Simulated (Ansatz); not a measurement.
## Electronic structure of B2BrH5Si (SMILES B[SiH2]BBr) in real space

```xyz
9

B    -0.5714    0.8755   -1.1752
Si    0.8721   -0.2585   -0.3453
B     0.1509   -0.5309    1.5266
Br   -1.1246   -1.9144    1.8691
H    -1.5072    0.3646   -1.7372
H    -0.5638    2.0758   -1.0547
H     2.1923    0.4428   -0.2910
H     1.0388   -1.5761   -1.0304
H     0.4216    0.1733    2.4644
```

Level of theory: Ansatz, RKS B3LYP-D4/def2-SVP.

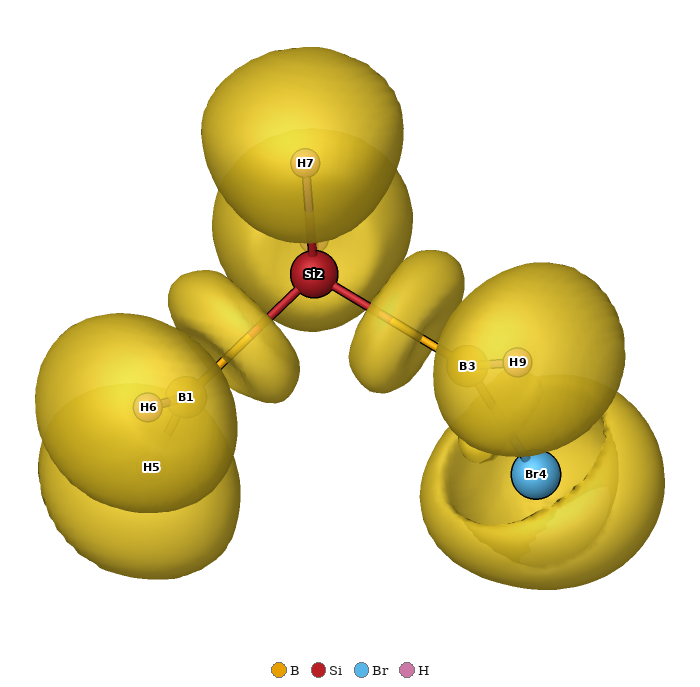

Figure 1. Isosurface of the ELF at 0.8 (yellow), seen across its widest extent. Core shells and regions of very low density are left out.

> Describe the localisation domains.

The surface consists of one region between bonded B–Br atoms (shared pairs), two regions between bonded B–Si atoms (shared pairs), five regions around hydrogen nuclei and one ring or bowl of non-bonding electrons around Br. Along the contacts the grid gives the following. B–Br (1.91 Å): the ELF peaks at about 0.90 between the atoms (a shared but strongly polarised pair). Si–B (2.01 Å): the ELF peaks at about 1 between the atoms: a covalent bond.

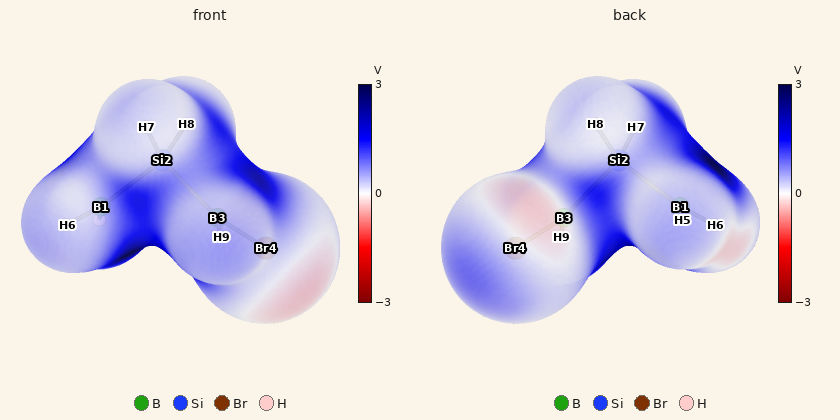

Figure 2. The electrostatic potential painted on the density surface at 0.004 e/bohr³, seen from the front and from behind; red is negative and blue positive.

> Which sites attract a positive test charge, and which a negative one?

A positive charge is drawn to the negative regions and a negative charge to the positive ones. The most negative region (about −0.3 V) lies over Br4, the most positive (about +2.9 V, or +67 kcal/mol for a unit charge) over B1. Br4 shows a σ-hole: about +0.9 V, or +21 kcal/mol for a unit charge at the tip opposite its bond, against about −0.1 V on its flanks.

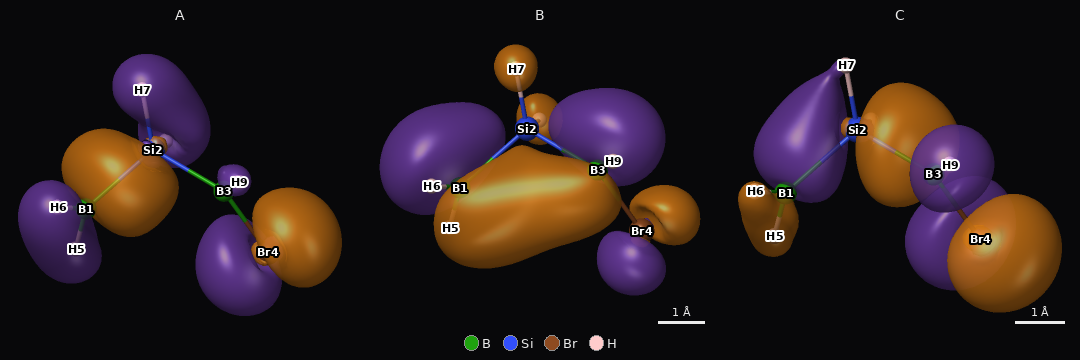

Figure 3. Three frontier orbitals at ±0.08 Å⁻³ᐟ² (orange and purple are the two phases), in no order.

> Which picture is the HOMO−1, the HOMO and the LUMO?

A is the HOMO−1 (−8.31 eV). By Hirshfeld shares it lies mainly on Br4 (about 30 %), B1 (about 25 %) and Si2 (about 25 %). C is the HOMO (−7.36 eV). Its weight (Hirshfeld) is mainly on Br4 (about 45 %), Si2 (about 20 %), B3 (about 15 %), B1 (about 10 %) and H9 (about 5 %). B is the LUMO (−3.07 eV). Its weight (Hirshfeld) is mainly on B1 (about 35 %), B3 (about 25 %), Si2 (about 15 %) and Br4 (about 10 %).

> What is the HOMO–LUMO gap?

4.29 eV between the orbital energies.

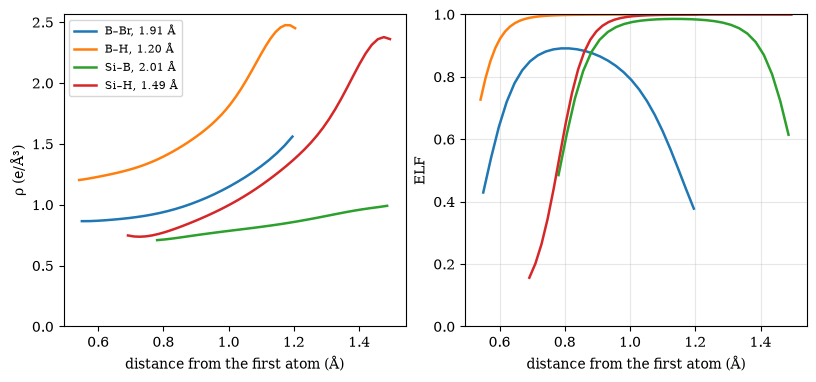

Figure 4. Total electron density and electron localisation function along straight lines between neighbouring atoms. The curves leave out the atomic cores.

> Compare the contacts.

B–Br (1.91 Å): ρ at the midpoint is about 1.1 e/Å³; the ELF peaks at about 0.90 between the atoms: a shared but strongly polarised pair.
B–H (1.20 Å): ρ is about 1.2 e/Å³ halfway; the ELF climbs to about 1 towards the hydrogen, as it does in any bond to H; an ordinary covalent bond to hydrogen.
Si–B (2.01 Å): the density is about 0.79 e/Å³ at the midpoint; the ELF peaks at about 1 between the atoms: localised, covalent bonding.
Si–H (1.49 Å): ρ at the midpoint is about 0.74 e/Å³; the ELF climbs to about 1 towards the hydrogen.
